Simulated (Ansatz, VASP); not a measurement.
# SnGe2: VASP beside Ansatz, part 2 of 2

Wanted: the spread between two codes on one cell, functional and k mesh. The cell is generated by rule, not measured, and may not be a known phase. The cell comes out of the VASP series on this material, whose earlier steps may have relaxed, scaled or displaced it; both programs get it as it stands.

VASP 6.6.1 and Ansatz 0.2.0.

So far: The structure; Ansatz: band structure, PBEsol, spin-orbit coupling; VASP: band structure, PBEsol, spin-orbit coupling.

### Step 3. VASP: band structure, PBEsol, spin-orbit coupling (continued)

Level of this step: PBEsol, spin-orbit coupling; plane waves and PAW (Sn_d, Ge_d); invented cell (VASP).

Numbers of over 12 decimals in the logs are rounded to 6 here.

Parts of OUTCAR (step 3):

```text
ion  position               nearest neighbor table
   1  0.000  0.000  0.000-   3 2.70   3 2.70   3 2.70   2 2.70   2 2.70   2 2.70   3 2.70   2 2.70

  LATTYP: Found a face centered cubic cell.
 ALAT       =     6.2321400000

 Subroutine GETGRP returns: Found 48 space group operations
 (whereof 48 operations were pure point group operations)

The static configuration has the point symmetry O_h .

 Found     29 irreducible k-points:

   k-points           NKPTS =     29   k-points in BZ     NKDIM =     29   number of bands    NBANDS=     54

   dimension x,y,z NGX =    30 NGY =   30 NGZ =   30
   dimension x,y,z NGXF=    60 NGYF=   60 NGZF=   60

   ENCUT  =  410.0 eV  30.13 Ry    5.49 a.u.   7.28  7.28  7.28*2*pi/ulx,y,z

   NELECT =      42.0000    total number of electrons

 k-points in reciprocal lattice and weights: Automatic mesh
   0.00000000  0.00000000  0.00000000       0.002
   0.12500000  0.00000000  0.00000000       0.016
   0.25000000  0.00000000  0.00000000       0.016
   0.37500000  0.00000000  0.00000000       0.016
   0.50000000  0.00000000  0.00000000       0.008
   0.12500000  0.12500000  0.00000000       0.012
   0.25000000  0.12500000  0.00000000       0.047
   0.37500000  0.12500000  0.00000000       0.047
   0.50000000  0.12500000  0.00000000       0.047
[...]
-0.37500000  0.50000000  0.12500000       0.023
  -0.25000000  0.50000000  0.25000000       0.012

 average (electrostatic) potential at core
       1 -98.9757       2 -71.1218       3 -71.1218

 E-fermi :   8.1505

 k-point     1 :       0.0000    0.0000    0.0000
  band No.  band energies     occupation
    ...
     44       7.3999      1.00000
     45       7.3999      1.00000
     46       7.3999      1.00000
     47       7.7246      1.00000
     48       7.7246      1.00000
     49      11.2222      0.00000
     50      11.2222      0.00000
     51      11.4253      0.00000
     52      11.4253      0.00000
     53      11.4253      0.00000
    ...

 k-point     2 :       0.1250    0.0000    0.0000
  band No.  band energies     occupation
    ...
     42       7.2272      1.00000
     43       7.4930      1.00000
     44       7.4930      1.00000
     45       7.7681      1.00000
     46       7.7681      1.00000
     47       9.9442      0.00000
     48       9.9442      0.00000
     49      11.0386      0.00000
     50      11.0386      0.00000
     51      11.1958      0.00000
    ...

 k-point     3 :       0.2500    0.0000    0.0000
  band No.  band energies     occupation
    ...
     42       7.5009      1.00000
     43       7.6737      1.00000
     44       7.6737      1.00000
     45       7.8432      1.00000
     46       7.8432      1.00000
     47      11.0025      0.00000
     48      11.0025      0.00000
     49      11.4368      0.00000
     50      11.4368      0.00000
     51      11.6091      0.00000
    ...

  Total        6.3539426      6.3539426      6.3539426      0.0000000     -0.0000000      0.0000000
  in kB      168.2295414    168.2295414    168.2295414      0.0000000     -0.0000000      0.0000000
  external PRESSURE =     168.2295414 kB  Pullay stress =       0.0000000 kB

  energy-cutoff  :      410.00
  volume of cell :       60.51
      direct lattice vectors                 reciprocal lattice vectors
     0.000000000  3.116070000  3.116070000    -0.160458526  0.160458526  0.160458526
     3.116070000  0.000000000  3.116070000     0.160458526 -0.160458526  0.160458526
     3.116070000  3.116070000  0.000000000     0.160458526  0.160458526 -0.160458526

 POSITION                                       TOTAL-FORCE (eV/Angst)
 -----------------------------------------------------------------------------------
      0.00000      0.00000      0.00000        -0.000000     -0.000000      0.000000
      1.55804      1.55804      1.55804        -0.000000     -0.000000     -0.000000
      4.67410      4.67410      4.67410         0.000000      0.000000      0.000000
 -----------------------------------------------------------------------------------
    total drift:                                0.000000      0.000000      0.000000

  FREE ENERGIE OF THE ION-ELECTRON SYSTEM (eV)
  ---------------------------------------------------
  free  energy   TOTEN  =       -12.5126465303 eV

  energy  without entropy=      -12.5119605873  energy(sigma->0) =      -12.51230356

 Spin-Orbit-Coupling matrix elements
 Ion:    1  E_soc:     -0.1018394
 Ion:    2  E_soc:     -0.0181109
 Ion:    3  E_soc:     -0.0181109

 total charge
# of ion       s       p       d       tot
------------------------------------------
    1        1.187   1.266  10.106  12.559
    2        1.268   1.039  10.032  12.339
    3        1.268   1.039  10.032  12.339
--------------------------------------------------
tot          3.722   3.344  30.170  37.237

 magnetization (x)
# of ion       s       p       d       tot
------------------------------------------
    1        0.000   0.000   0.000   0.000
    2       -0.000   0.000  -0.000   0.000
    3       -0.000  -0.000   0.000  -0.000
--------------------------------------------------
tot         -0.000   0.000  -0.000   0.000

 magnetization (y)
# of ion       s       p       d       tot
------------------------------------------
    1       -0.000  -0.000   0.000  -0.000
    2        0.000  -0.000  -0.000  -0.000
    3       -0.000   0.000   0.000  -0.000
--------------------------------------------------
tot         -0.000  -0.000  -0.000  -0.000

 magnetization (z)
# of ion       s       p       d       tot
------------------------------------------
    1        0.000  -0.000  -0.000  -0.000
    2       -0.000   0.000  -0.000   0.000
    3       -0.000   0.000   0.000   0.000
--------------------------------------------------
tot         -0.000   0.000  -0.000   0.000

[... 3 further parts left out ...]
```

The run ends at a pressure of 16.82 GPa.

### Step 4. Side by side

Known differences besides the PAW data sets themselves: spin-orbit coupling enters by fully relativistic files in Ansatz and inside the spheres in VASP; the cutoff is 420 eV in Ansatz and 410 eV in VASP; Ansatz makes its cores anew for this functional, VASP keeps those of its PBE data sets. Total energies have different zeros and are not compared.

The two programs side by side:

```
      quantity  Ansatz   VASP  difference
pressure (GPa)   17.10  16.82       +0.27
```

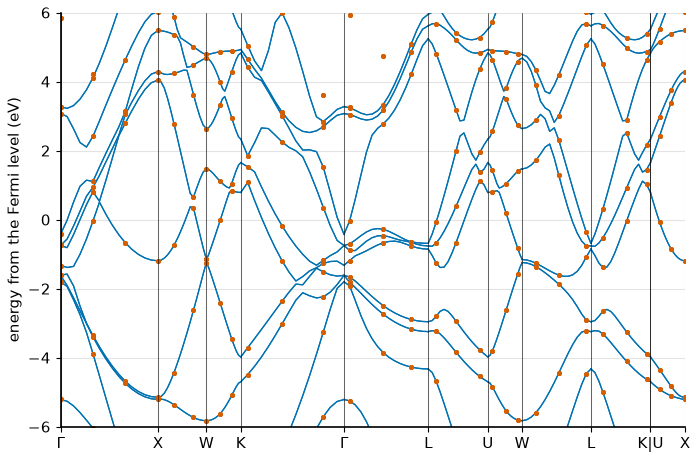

Bands from VASP (lines) and levels from Ansatz (dots). Dots without a line are higher empty bands that the VASP plot leaves out.

Levels from 3 eV below to 2 eV above the Fermi level differ by 2 meV r.m.s. and 16 meV at most; each VASP level is matched to the nearest of Ansatz, which flatters the figure a little.

### Step 5. Results

| Item | Value |
| --- | --- |
| r.m.s. difference of levels near the Fermi level (band structure, PBEsol, spin-orbit coupling) | 2.4 meV |

**Reading.** The r.m.s. difference of levels near the Fermi level is 2.4 meV (band structure, PBEsol, spin-orbit coupling), within the 80 meV picked in this series as the mark of a large difference. 1 further run on this material is not shown. Differences of this kind measure data sets and numerical settings, not the functional's error against experiment.

[Lines on the potential files, build, host, timing and source positions are cut from VASP's logs without a mark.]

[Logs are printed without paths, hosts, clocks, repeated set-up lines and the standing remarks that a program may print on its own settings, such as how far it seeks lower states.]

[Hosts, paths, dates, database ids (printed as entryN), source tags and the programs' standing remarks are cut or masked in the printed files.]
